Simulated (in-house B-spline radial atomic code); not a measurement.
F³⁺ (Z = 9, 6 electrons); electrons: [He] 2s2 2p2 (high spin). It is put inside a hard spherical wall of varying radius. The calculation used an in-house B-spline radial code at this level: scalar-relativistic (spin-free one-electron X2C) Hartree-Fock, spin-polarised, average of configuration, Fermi nucleus, hard spherical wall, basis-set limit. Wanted, and plotted below: the energy of another filling against the starting one at the same radius.

Against 2s2 2p2: 2s1 2p3 lies 6.98 eV above it at 9.58 bohr and crosses it between 1.64 and 1.25 bohr, ending at −3.73 eV at 1.25 bohr. At the tightest wall the lowest of the fillings run is 2s1 2p3; others weren't tried.

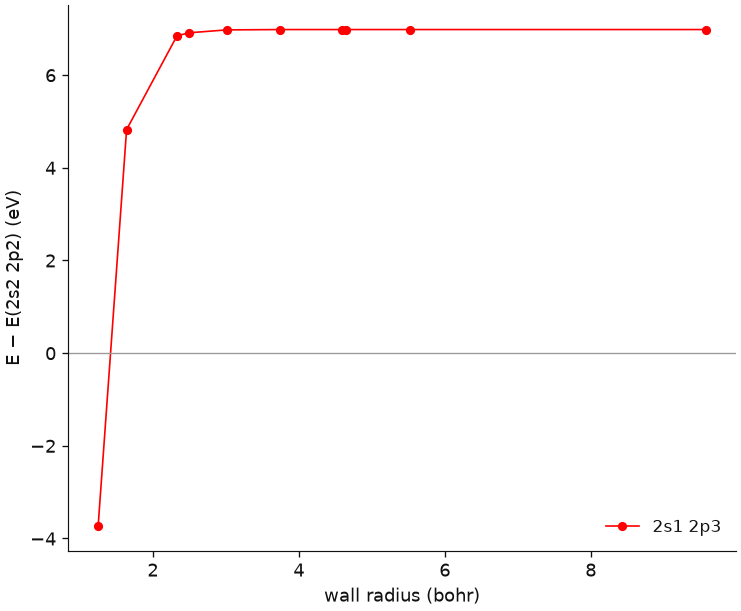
